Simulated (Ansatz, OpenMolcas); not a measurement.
## HfHCl3O (SMILES Cl[Hf](Cl)(Cl)O): methods side by side

HfHCl3O: 6 atoms, total charge 0, spin state singlet. SMILES: `Cl[Hf](Cl)(Cl)O`. The coordinates come from a PBE0-D4/def2-TZVP relaxation.

```
atom    x (Å)    y (Å)    z (Å)
  Cl   0.8768  -0.1011  -2.3366
  Hf  -0.0228  -0.3505  -0.1943
  Cl  -2.2624  -0.9993  -0.3497
  Cl   1.1860  -1.9651   0.9857
   O   0.0841   1.2920   0.7171
   H   0.1384   2.1240   1.1777
```

Each level gives the energy change with the Cl1–Hf2 bond stretched from 2.337 to 2.687 Å (eV). The values are calculated.

```
                                                                 level                    kind     program  value (eV)  less CCSD(T)/def2-SVP
                            PBE/def2-SVP (core potential) (restricted)                     GGA  OpenMolcas        0.52                  -0.09
                         revPBE/def2-SVP (core potential) (restricted)                     GGA      Ansatz        0.47                  -0.14
                           TPSS/def2-SVP (core potential) (restricted)                meta-GGA  OpenMolcas        0.51                  -0.10
                          BHLYP/def2-SVP (core potential) (restricted)           global hybrid  OpenMolcas        0.59                  -0.02
                           PBE0/def2-SVP (core potential) (restricted)           global hybrid      Ansatz        0.59                  -0.02
                      CAM-B3LYP/def2-SVP (core potential) (restricted)  range-separated hybrid      Ansatz        0.60                  -0.01
                        wB97M-V/def2-SVP (core potential) (restricted)  range-separated hybrid      Ansatz        0.61                   0.00
CCSD(T)/def2-SVP (Cholesky decomposition, core potential) (restricted)   coupled cluster or CI  OpenMolcas        0.61                   0.00
```

CCSD(T)/def2-SVP (Cholesky decomposition, core potential) (restricted) is the highest level here, not the true value. The first shape isn't each level's own minimum. The values span 0.47 to 0.61 eV.

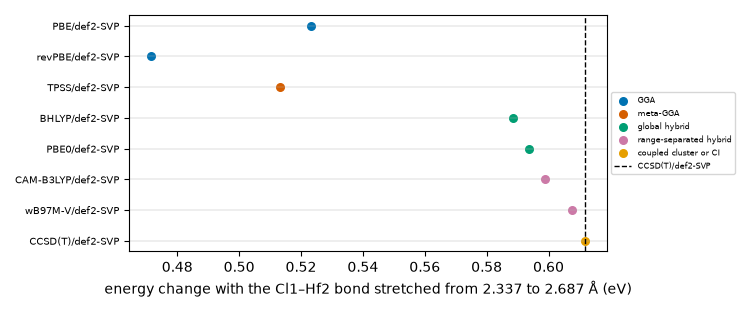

The values of the table, level by level.
